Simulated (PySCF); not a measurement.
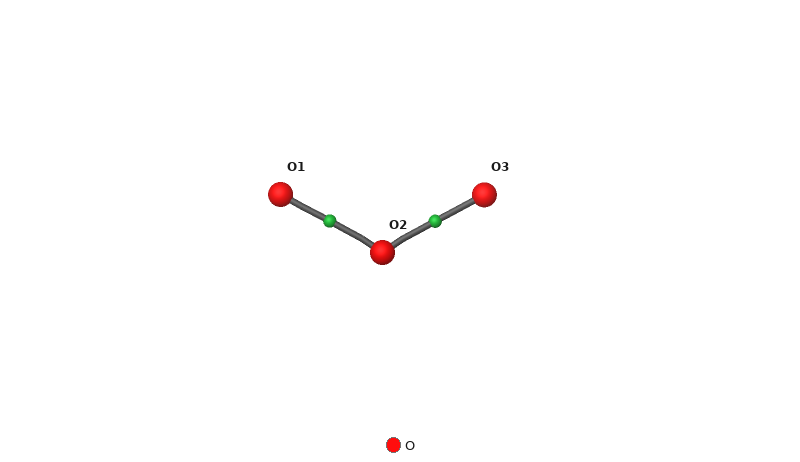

*O3, SMILES `O=[O+][O-]`. Molecular graph of the electron density (QTAIM): bond paths, bond critical points (green), ring points (magenta, if any); weak paths are dashed.*

Method: PBE0/def2-TZVP; geometry: GFN2-xTB; program: PySCF. No frequency check shows the geometry to be a minimum.

> How many critical points of each kind are there, and does the count close?

3 nuclei, 2 bond, 0 ring and 0 cage critical points: 3 − 2 + 0 − 0 = 1, as the Poincaré–Hopf relation requires.

> What does the calculation give at each kind of bond critical point?

```tsv
bond	length (Å)	ρ (a.u.)	∇²ρ (a.u.)	ε	H (a.u.)
O1–O2 (2 alike)	1.236	0.499	−0.60	0.06	−0.627
```

> What kind of interaction is O1–O2?

Shared-shell (covalent): ρ = 0.499, ∇²ρ = −0.60, H = −0.627 a.u.
